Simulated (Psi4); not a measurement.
**One shape, several levels: triplet CHNO**

Aim: a comparison of 3 runs (UHF/3-21G, UDSD-PBEP86/def2-TZVPP, UTPSSh/def2-TZVPP) of triplet CHNO. 

The results are computed with Psi4 1.11.

## (1) The system as given

CHNO has 4 atoms, charge 0, and is taken as a triplet. As SMILES of the parent species, `N=C=O`. The coordinates come from a PBE0-D4/def2-TZVP relaxation. That shape belongs to the parent species and isn't relaxed for this state.

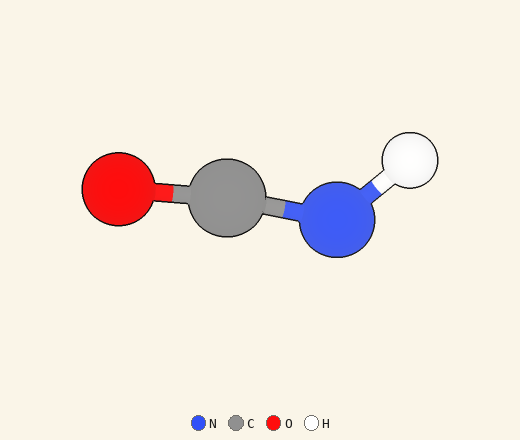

Viewed from a chosen angle; nitrogen blue, carbon grey, oxygen red, hydrogen white.

## (2) The energy at UHF/3-21G (run 1)

job.py reads:

```python
import psi4

psi4.set_memory(1600000000)
psi4.set_num_threads(1)
psi4.set_output_file('run.log', False)

mol = psi4.geometry("""
0 3
N      0.505000    -0.390800    -0.422600
C     -0.462300     0.160800     0.046400
O     -1.461800     0.645200     0.383400
H      1.419000    -0.415200    -0.007200
symmetry c1
no_reorient
no_com
""")

psi4.set_options({
    'basis': '3-21G',
    'reference': 'uhf',
    'puream': True,
    'e_convergence': 1e-09,
    'd_convergence': 1e-08,
    'scf_type': 'pk',
    'maxiter': 100,
})

energy_value = psi4.energy("scf")
print('E =', round(energy_value, 9))
for k, v in sorted(psi4.core.scalar_variables().items()):
    print(f'{k:45s} {v:18.10f}')
```

On the command line:

```sh
$ python job.py
```

run.log:

```text
[...]
  Running in c1 symmetry.
[...]
  Nuclear repulsion =   59.480594069378874
[...]
  Multiplicity = 3
[...]
  Nalpha       = 12
  Nbeta        = 10
[...]
    Number of basis functions: 29
[...]
   @UHF iter   1:  -166.55263360915944   -3.99278e-01   1.01753e-02 DIIS/ADIIS
[...]
   @UHF iter  24:  -166.61649556402287   -2.18847e-12   7.83672e-09 DIIS
[...]
   @S^2 Observed:                2.121167487E+00
[...]
    Orbital Energies [Eh]
    ---------------------
    Alpha Occupied:
       1A    -20.555622     2A    -15.569256     3A    -11.248876
       4A     -1.519080     5A     -1.317269     6A     -0.847043
       7A     -0.748401     8A     -0.711708     9A     -0.698590
      10A     -0.570914    11A     -0.548273    12A     -0.213248
    Alpha Virtual:
      13A      0.238826    14A      0.240792    15A      0.394065
      16A      0.725250    17A      0.895957    18A      0.952675
      19A      1.151714    20A      1.189157    21A      1.346760
      22A      1.394232    23A      1.425077    24A      1.626392
      25A      1.823554    26A      1.839927    27A      1.889183
[...]
  @UHF Final Energy:  -166.61649556402287
   => Energetics <=
    Nuclear Repulsion Energy =             59.4805940693788742
    One-Electron Energy =                -344.6447615138506535
    Two-Electron Energy =                 118.5476718804489167
    Total Energy =                       -166.6164955640228698
  UHF NO Occupations:
  HONO-2 :   10  A 1.9426257
  HONO-1 :   11  A 1.0000000
[...]
 Multipole Moments:
 ------------------------------------------------------------------------------------
     Multipole            Electronic (a.u.)      Nuclear  (a.u.)        Total (a.u.)
 ------------------------------------------------------------------------------------
 L = 1.  Multiply by 2.5417464519 to convert [e a0] to [Debye]
 Dipole X            :         18.7978493          -17.9792323            0.8186170
 Dipole Y            :         -5.7325701            5.6230691           -0.1095010
 Dipole Z            :         -0.4979192            0.7184739            0.2205547
 Magnitude           :                                                    0.8548501
[...]
```

Standard output:

```text
E = -166.616495564
CURRENT ENERGY                                   -166.6164955640
CURRENT REFERENCE ENERGY                         -166.6164955640
DD SOLVATION ENERGY                                 0.0000000000
HF KINETIC ENERGY                                 166.9292495275
HF POTENTIAL ENERGY                              -333.5457450915
HF TOTAL ENERGY                                  -166.6164955640
HF VIRIAL RATIO                                     1.9981264280
NUCLEAR REPULSION ENERGY                           59.4805940694
ONE-ELECTRON ENERGY                              -344.6447615139
PCM POLARIZATION ENERGY                             0.0000000000
PE ENERGY                                           0.0000000000
SCF ITERATION ENERGY                             -166.6164955640
SCF ITERATIONS                                     24.0000000000
SCF TOTAL ENERGY                                 -166.6164955640
TWO-ELECTRON ENERGY                               118.5476718804
```

It took 3.3 s on 1 thread of Intel Xeon Platinum 8259CL at 2.50GHz (Skylake/Cascade Lake), shared host; peak memory 0.18 GiB.

## (3) A single-point energy at UDSD-PBEP86/def2-TZVPP (density fitting for correlation) (run 2)

chno.in reads:

```
memory 1.6 GB

molecule molecule1 {
  0 3
  N      0.505000    -0.390800    -0.422600
  C     -0.462300     0.160800     0.046400
  O     -1.461800     0.645200     0.383400
  H      1.419000    -0.415200    -0.007200
  symmetry c1
  no_reorient
  no_com
}

set {
  reference uks
  puream true
  e_convergence 1e-09
  d_convergence 1e-08
  scf_type pk
  dft_radial_points 99
  dft_spherical_points 590
  num_frozen_docc 3
  maxiter 100
}

e = energy('dsd-pbep86/def2-TZVPP')
```

On the command line:

```sh
$ psi4 -i chno.in -o chno.out -n 1
```

chno.out:

```text
[...]
  Running in c1 symmetry.
[...]
  Nuclear repulsion =   59.480594069378874
[...]
  Multiplicity = 3
[...]
  Nalpha       = 12
  Nbeta        = 10
[...]
    Number of basis functions: 107
[...]
   @UKS iter   1:  -167.90431464405611   -4.28898e-01   3.44306e-03 ADIIS/DIIS
[...]
   @UKS iter  19:  -167.97127298775857   -9.09495e-12   9.91111e-09 DIIS
[...]
   @S^2 Observed:                2.067482020E+00
[...]
    Orbital Energies [Eh]
    ---------------------
    Alpha Occupied:
       1A    -20.139779     2A    -15.220324     3A    -10.935689
       4A     -1.377638     5A     -1.214670     6A     -0.790996
       7A     -0.682629     8A     -0.640302     9A     -0.635823
      10A     -0.516895    11A     -0.506505    12A     -0.176151
    Alpha Virtual:
      13A      0.077112    14A      0.144557    15A      0.160271
      16A      0.243392    17A      0.275987    18A      0.281909
      19A      0.393891    20A      0.412317    21A      0.440046
      22A      0.489992    23A      0.506635    24A      0.546496
      25A      0.611192    26A      0.644851    27A      0.659824
[...]
  @UKS Final Energy:  -167.97127298775857
   => Energetics <=
    Nuclear Repulsion Energy =             59.4805940693788742
    One-Electron Energy =                -346.1680985824525578
    Two-Electron Energy =                 124.7784670751922818
    DFT Exchange-Correlation Energy =      -6.0622355498771450
    Empirical Dispersion Energy =           0.0000000000000000
    VV10 Nonlocal Energy =                  0.0000000000000000
    Total Energy =                       -167.9712729877585673
[...]
 Multipole Moments:
 ------------------------------------------------------------------------------------
     Multipole            Electronic (a.u.)      Nuclear  (a.u.)        Total (a.u.)
 ------------------------------------------------------------------------------------
 L = 1.  Multiply by 2.5417464519 to convert [e a0] to [Debye]
 Dipole X            :         18.7470572          -17.9792323            0.7678249
 Dipole Y            :         -5.7994450            5.6230691           -0.1763759
 Dipole Z            :         -0.6389651            0.7184739            0.0795088
 Magnitude           :                                                    0.7918240
[...]
```

Wall time 36 s (1 thread of Intel Xeon Platinum 8259CL at 2.50GHz (Skylake/Cascade Lake), shared host); peak memory 0.59 GiB.

## (4) Energy and forces at UTPSSh/def2-TZVPP (run 3)

chno.in reads:

```
memory 1600 MB

molecule mol {
  0 3
  N      0.95431169    -0.73850497    -0.79859826
  C     -0.87362039     0.30386796     0.08768329
  O     -2.76240165     1.21925130     0.72452100
  H      2.68152137    -0.78461429    -0.01360603
  units au
  symmetry c1
}

set globals {
  basis                def2-TZVPP
  reference            uks
  puream               true
  e_convergence        1e-09
  d_convergence        1e-08
  scf_type             pk
  dft_radial_points    99
  dft_spherical_points 590
  maxiter              100
}

e, wfn = gradient("tpssh", return_wfn=True)
oeprop(wfn, "WIBERG_LOWDIN_INDICES", "QUADRUPOLE", "MAYER_INDICES", title="TPSSH")
```

On the command line:

```sh
$ psi4 -n 1 chno.in chno.out
```

chno.out, shortened:

```text
[...]
  Running in c1 symmetry.
[...]
  Nuclear repulsion =   59.480594072200560
[...]
  Multiplicity = 3
[...]
  Nalpha       = 12
  Nbeta        = 10
[...]
    Number of basis functions: 107
[...]
   @UKS iter   1:  -168.36816256883841   -6.70625e-02   5.84078e-03 ADIIS/DIIS
[...]
   @UKS iter  14:  -168.53229702066082   -1.61435e-11   6.62022e-09 DIIS
[...]
   @S^2 Observed:                2.015518743E+00
[...]
  @UKS Final Energy:  -168.53229702066082
   => Energetics <=
    Nuclear Repulsion Energy =             59.4805940722005602
    One-Electron Energy =                -346.3176653005247090
    Two-Electron Energy =                 137.5906512735082572
    DFT Exchange-Correlation Energy =     -19.2858770658449536
    Empirical Dispersion Energy =           0.0000000000000000
    VV10 Nonlocal Energy =                  0.0000000000000000
    Total Energy =                       -168.5322970206608204
[...]
  -Total Gradient:
     Atom            X                  Y                   Z
    ------   -----------------  -----------------  -----------------
       1       -0.046011634133     0.072979468969     0.103085055677
       2       -0.017970219330    -0.019091711918    -0.041975188207
       3        0.113172348968    -0.048361706084    -0.026939382748
       4       -0.049190933565    -0.005525991796    -0.034170606163
[...]
 Multipole Moments:
 ------------------------------------------------------------------------------------
     Multipole            Electronic (a.u.)      Nuclear  (a.u.)        Total (a.u.)
 ------------------------------------------------------------------------------------
 L = 1.  Multiply by 2.5417464519 to convert [e a0] to [Debye]
 Dipole X            :         -1.2736712            1.7679693            0.4942982
 Dipole Y            :          0.4390192           -0.5238936           -0.0848743
 Dipole Z            :          0.1210582           -0.0203745            0.1006837
 Magnitude           :                                                    0.5115384
 L = 2.  Multiply by 1.3450342976 to convert [e a0^2] to [Debye ang]
 Quadrupole XX       :        -77.0046498           64.6404801          -12.3641697
 Quadrupole XY       :         31.6872375          -31.0213098            0.6659276
[...]
```

It took 2.2 min on 1 thread of Intel Xeon Platinum 8259CL at 2.50GHz (Skylake/Cascade Lake), shared host; peak memory 0.61 GiB.

## (5) Overview of the runs

```csv
run,level,frozen core orbitals,fitting correlation,energy (Eh),dipole moment (D),HOMO energy (eV),LUMO energy (eV),wall time
1,UHF/3-21G,0,–,-166.616496,2.17,-5.80,0.49,3.3 s
2,UDSD-PBEP86/def2-TZVPP (density fitting for correlation),3,density fitting,-168.245358,–,-4.79,-2.61,36 s
3,UTPSSh/def2-TZVPP,0,–,-168.532297,1.30,-1.96,–,2.2 min
```

## (6) Results

| quantity | value |
| --- | --- |
| run 3: total energy | -168.53230 Eh |
| run 3: dipole moment | 1.30 D |
| run 3: HOMO energy (highest over α and β) | -1.96 eV |
| run 3: ⟨S²⟩ | 2.016 |
| run 3: largest force on an atom | 6.912 eV/Å |

**Reading.** Totals of different functionals can't be ranked against each other. Spin contamination of the reference: run 1 ⟨S²⟩ = 2.12. All runs together took 2.9 min, the longest 2.2 min.
